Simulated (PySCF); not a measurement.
**C₂H₆NSi₂ (SMILES N#C[SiH2]C[SiH2]) (doublet): density, localisation and related maps**

Input

```
{"job": {"kind": "epr", "basis": "pcH-1"}, "charge": 0, "multiplicity": 2}
N      2.593941    -0.721179     1.335572
C      1.892958    -0.561060     0.443080
Si     0.739196    -0.292383    -0.999312
C     -0.652970     0.839337    -0.364001
Si    -1.621502     0.168064     1.131433
H      0.232603    -1.612058    -1.383764
H      1.545960     0.316319    -2.060609
H     -0.226314     1.808898    -0.100860
H     -1.341422     1.026052    -1.189809
H     -0.822297     0.096067     2.345410
H     -2.334729    -1.065387     0.816896
```

Command:

```sh
OMP_NUM_THREADS=1 python probes_run.py task.json out
```

Geometry: GFN2-xTB.

Computed with UKS B3LYP, pcH-1 on C H N Si, non-relativistic, mean-field spin-orbit, GIAO in PySCF 2.14.0, density-fitted response routines.

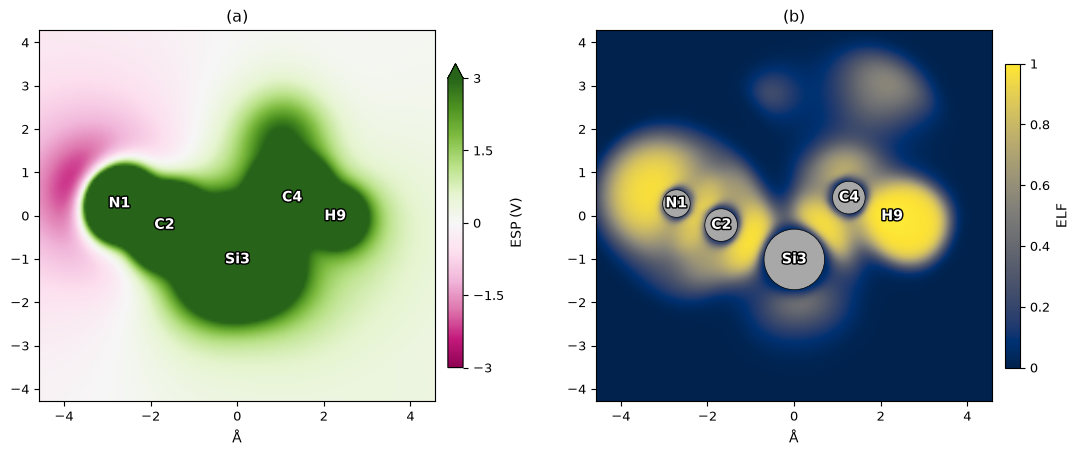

Figure 1. (a) electrostatic potential; (b) ELF on the plane of atoms Si3, C4 and H9. Grey discs cover the atomic cores in the ELF map.

Interpret the plot.

Atoms in the plane: N, C, Si and H. C–N (1.15 Å): the ELF peaks at about 0.85 between the atoms: a short, multiple covalent bond. C–Si (1.87 Å): the ELF peaks at about 1 between the atoms; localised, covalent bonding. C–H (1.09 Å): the ELF climbs to about 1 towards the hydrogen, as it does in any bond to H (an ordinary covalent bond to hydrogen). The ELF also peaks beside N1, away from the bonds: non-bonding electrons, paired or unpaired. Outside the dense part of the molecule the potential is most negative (−2.2 V) near N1.

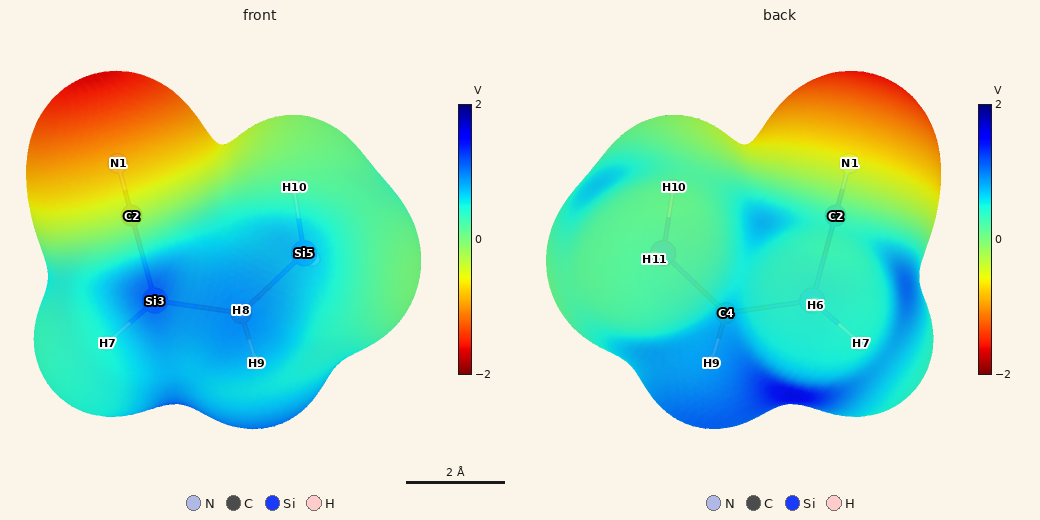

Figure 2. The electrostatic potential painted on the density surface at 0.001 e/bohr³, seen from the front and from behind; red is negative and blue positive.

Where is the surface potential most negative and most positive?

The most negative region (about −1.6 V, or −37 kcal/mol for a unit charge) lies over N1, the most positive (about +1.5 V, or +35 kcal/mol for a unit charge) over Si3. N1 is the likeliest acceptor of a hydrogen bond.
